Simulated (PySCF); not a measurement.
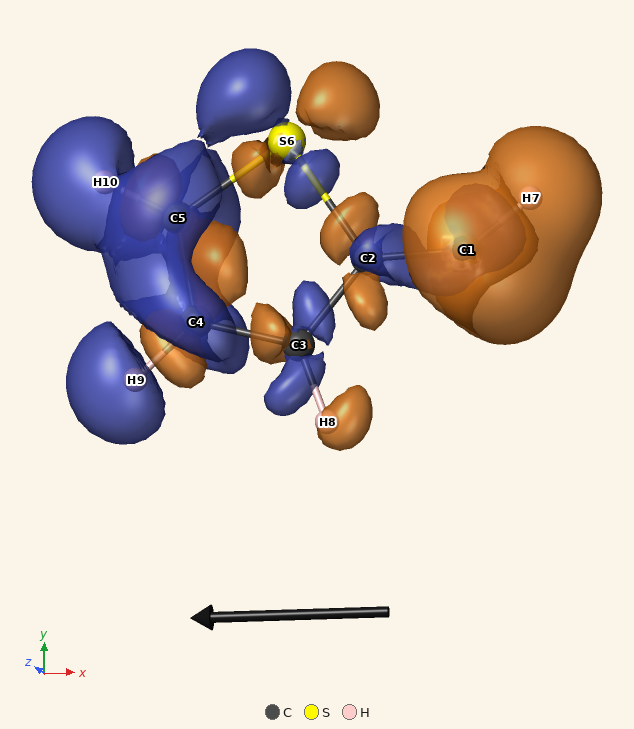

C5H4S, triplet, SMILES `[CH]c1cccs1`. Change of the electron density in a uniform field of 0.51 V/Å along −x (arrow), surfaces at ±0.004 e/Å³ (orange: gain, blue: loss).

Computed with PySCF, PBE/6-31G*, geometry: GFN2-xTB. No frequency check shows the geometry to be a minimum. A basis without diffuse functions makes polarisabilities too small. The stability of the open-shell solution wasn't checked. GFN2-xTB bond lengths at metals and heavier atoms can be off by up to 0.1 Å and shapes distorted, which carries into these values. This spin state may not be the molecule's ground state. GFN2-xTB doesn't know the spin state, so this open-shell geometry is rough.

Q: What dipole is induced, and what polarisability does it imply?

A: The induced dipole is 2.43 D (along the field); α along this axis, from the fields in both directions, is 95 bohr³ (14.1 Å³).

Q: Which atoms gain and lose the most charge?

A: Electrons gather most on C1 (Hirshfeld charge changes by −0.057 e) and leave C5 most (+0.031 e); 0.158 electrons are displaced in all.
